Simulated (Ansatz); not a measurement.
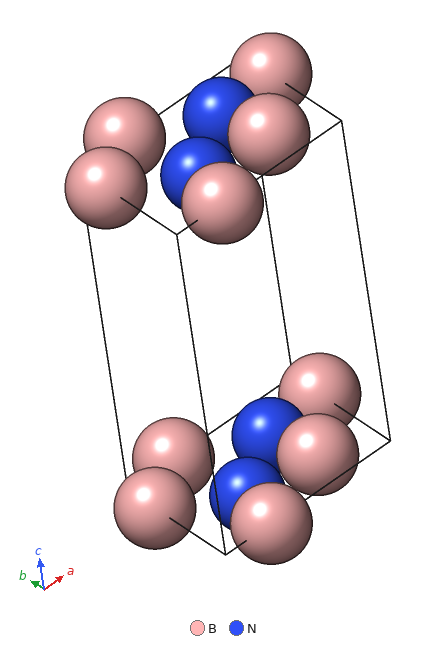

The figure gives a spheres-only picture of the atoms, viewed slightly off an axis. The parallelepiped is the cell (the run's own, in a reduced setting).

```xyz
5
Lattice="-1.9832 3.4351 0.0000 -3.9665 0.0000 0.0000 -1.9832 1.1450 4.1524" Properties=species:S:1:pos:R:3 pbc="T T T"
B    -4.5159    0.9516    0.0000
B    -2.5327    2.4835    0.0000
B    -4.8509    3.4351    0.0000
N    -3.9665    2.2901    0.0007
N    -3.9665    2.2901    4.1517
```

Electronic-structure method: Ansatz, DFT PBE, scalar-relativistic, plane waves, PAW. Parameters: a kinetic-energy cutoff of 420 eV, k-points about 0.16 Å⁻¹ apart, Gaussian smearing of 0.1 eV, no spin polarisation.

What does a Bader analysis give?

B +1.43 e; N -2.14 e.

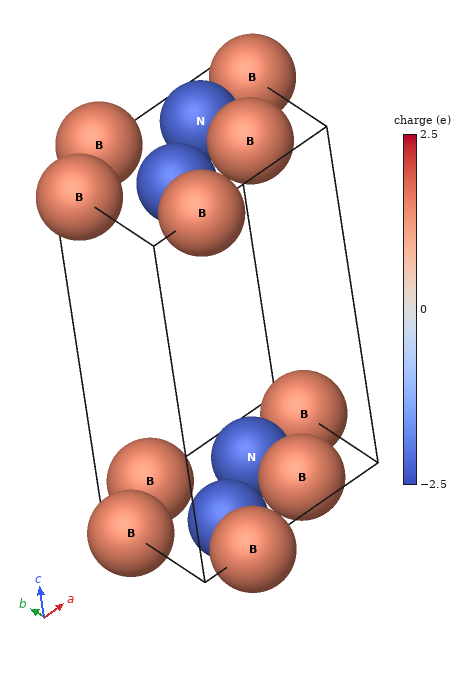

The atoms coloured by those charges.

It goes back to a structure type filled with these elements by a generator (whether the compound takes this form wasn't checked). Earlier steps of the study, as a rule a relaxation of our own, may have changed the cell and positions, so they can lie some per cent off the listed ones. Ansatz was used for an electronic-structure calculation on it.
